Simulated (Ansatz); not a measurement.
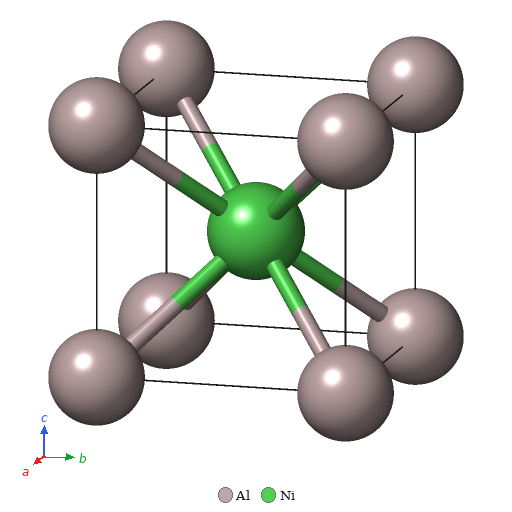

System: a slab cut from AlNi (slab content Al₇Ni₆), space group Pm-3m (No. 221). The picture shows the bulk cell.

The given structure:
```yaml
crystal:
  lattice:
    - [2.86220, 0.00000, 0.00000]
    - [0.00000, 2.86220, 0.00000]
    - [0.00000, 0.00000, 2.86220]
  atoms:
    - { symbol: Al, position: [0.00000, 0.00000, 0.00000] }
    - { symbol: Ni, position: [0.50000, 0.50000, 0.50000] }
```

Computed with Ansatz 0.2.0: spacing and rumpling of the atomic planes of a slab cut from the relaxed bulk cell along the Miller plane (conventional indices), bottom to top, after all atoms relax, plane waves with PAW datasets, Γ-centred k mesh. Level: PBEsol, no spin polarisation.

- space group in which the indices count: 221
- Miller index h: 1
- Miller index k: 1
- Miller index l: 1
- top plane: Al
- bottom plane: Al
- planes: 13
- surface cell: (1, 1)
- slab thickness as cut: 9.91 Å
- vacuum: 15 Å
- surface area: 14.19 Å²
- surface a: 4.048 Å
- surface b: 4.048 Å
- surface angle: 120 °
- slab atoms: 13
- excess atoms: Al1
- wave cutoff: 420 eV
- k mesh: 9×9×1
- occupations: Gaussian
- smearing width: 0.1 eV
- boundary: dipole corrected

Describe the result: the spacing change of each pair of planes. The cases: 1–2; 2–3; 3–4; 4–5; 5–6; 6–7; 7–8; 8–9; 9–10; 10–11; 11–12; 12–13.

The least value, −0.166 Å, is that of 2–3 and 11–12, and the largest, 0.101 Å, that of 3–4 and 10–11. In rising order: 2–3 (−0.166), 11–12 (−0.166), 5–6 (−0.061), 8–9 (−0.061), 4–5 (0.000), 9–10 (0.000), 1–2 (0.013), 12–13 (0.013), 6–7 (0.035), 7–8 (0.035), 3–4 (0.101), 10–11 (0.101), in Å. The spacing to next, in Å, is 0.840 for 1–2, 0.660 for 2–3, 0.927 for 3–4, 0.826 for 4–5, 0.766 for 5–6, 0.861 for 6–7, 0.861 for 7–8, 0.766 for 8–9, 0.826 for 9–10, 0.927 for 10–11, 0.660 for 11–12 and 0.840 for 12–13. The content of the two planes is Al and Ni for 1–2, Ni and Al for 2–3, Al and Ni for 3–4, Ni and Al for 4–5, Al and Ni for 5–6, Ni and Al for 6–7, Al and Ni for 7–8, Ni and Al for 8–9, Al and Ni for 9–10, Ni and Al for 10–11, Al and Ni for 11–12 and Ni and Al for 12–13.

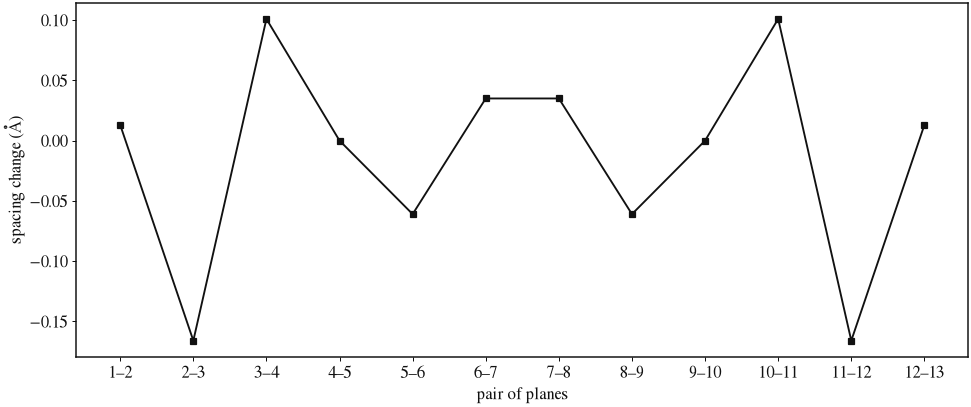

Keep in mind: coarse k mesh; k mesh lowers the symmetry; no spin polarisation, a magnetic state may lie lower; the slab's middle relaxes too; xc potential rough in thin density.
